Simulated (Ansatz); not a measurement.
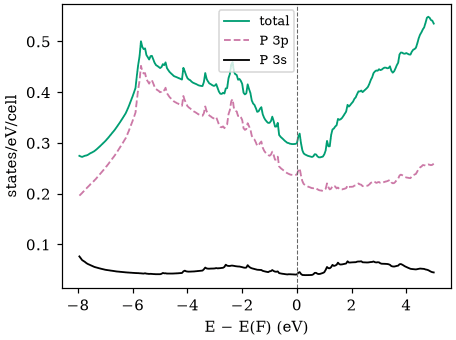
Total and projected density of states of P (simple cubic, Pm-3m), the program Ansatz at the r²SCAN level (PAW)

Which orbitals carry the states next to the Fermi level?

Within 0.5 eV of the Fermi level: P 3p 79 %, P 3s 14 %, outside the projected shells 7 %. Projections are on Löwdin-orthogonalised atomic valence shells; empty p or d shells of many metals are not among them.

Where is the tallest occupied peak in this window, and what makes it?

Near -5.7 eV, about 0.50 states/eV per cell; the largest projected share is P 3p.

This is a known high-pressure phase of the composition, computed here at zero pressure and temperature. The r²SCAN relaxation kept the symmetry of its start; phonons on a q-mesh show no instability.

Potentials: the later of the program's two PAW sets.
